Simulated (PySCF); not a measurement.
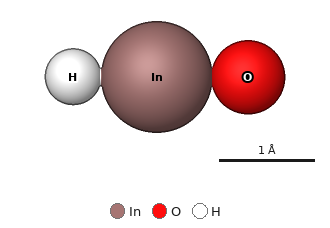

The input geometry (ball-and-stick view, seen at a tilt). Sticks mark near contacts. Bond lengths as drawn: H–In 0.88 Å and In–O 0.96 Å.

# Run report: InHO, single-point calculation

- system: InHO
- method: RHF/ano-rcc-vdzp, mp2 (PySCF 2.14.0)

Some settings of this run were made unusual or wrong on purpose.

**The input**
```python
from pyscf import gto, scf, mp

mol = gto.M(
    atom='In 0 0 0.2078; O 0 0 -1.6103; H 0 0 1.8714',
    basis='ano-rcc-vdzp',
    charge=0,
    spin=0,
    unit='bohr',
    symmetry=True,
    verbose=3,
)
mf = scf.RHF(mol)
mf = mf.sfx2c1e()
mf.kernel()
mp.MP2(mf, frozen=19).kernel()
mf.dip_moment()
print('orbital energies (hartree):', mf.mo_energy[..., max(0, mol.nelec[1]-3):mol.nelec[0]+3].round(4))
```

Machine: 1 CPU thread, shared host.

Command:
```bash
OMP_NUM_THREADS=1 python input.py
```

**Log**
```
converged SCF energy = -5949.86751104633
E(RMP2) = -5950.51438025417  E_corr = -0.646869207833393
E(SCS-RMP2) = -5950.44061894591  E_corr = -0.57310789957486
Dipole moment(X, Y, Z, Debye):  0.00000,  0.00000, -0.65150
orbital energies (hartree): [-0.5393 -0.5373 -0.2036  0.0933  0.0933  0.1038]
```

**What the run reported**

```tsv
quantity	value
outcome	converged
SCF energy	−5949.867511 hartree
dipole moment	0.65 D
wall time	15 s
```

**What went wrong**

Some settings of this run were drawn to be unusual or wrong. It converged; results that depend on the unusual settings are not reference values.
